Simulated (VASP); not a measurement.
Given:

```
CELL_PARAMETERS angstrom
      0.00000     5.08707     5.08707
      5.08707     0.00000     5.08707
      5.08707     5.08707     0.00000
ATOMIC_POSITIONS crystal
  Rb 0.25000 0.25000 0.25000
  Rb 0.75000 0.75000 0.75000
  Rb 0.50000 0.50000 0.50000
  Li 0.00000 0.00000 0.00000
```

Method: PBEsol GGA, VASP's PBE PAW potentials (set 64) (plane waves; VASP). Settings: 520 eV cut-off, 6×6×6 Γ-centred mesh, tetrahedra with Blöchl corrections, potentials Rb_sv Li_sv.

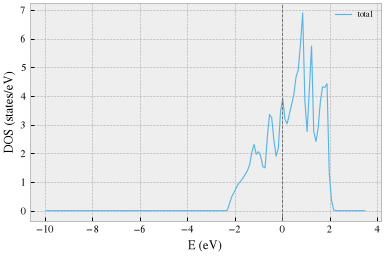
Fig. 1. Total and projected density of states, zero at the Fermi level

Within 2 eV below the Fermi level the largest weight inside VASP's projection spheres is Rb s, then Rb p.

It has no gap at this level: it comes out as a metal or semimetal.

The structure comes from a computed database's Rb3Li entry (Fm-3m); how it stands against other phases isn't given here. It was relaxed first.
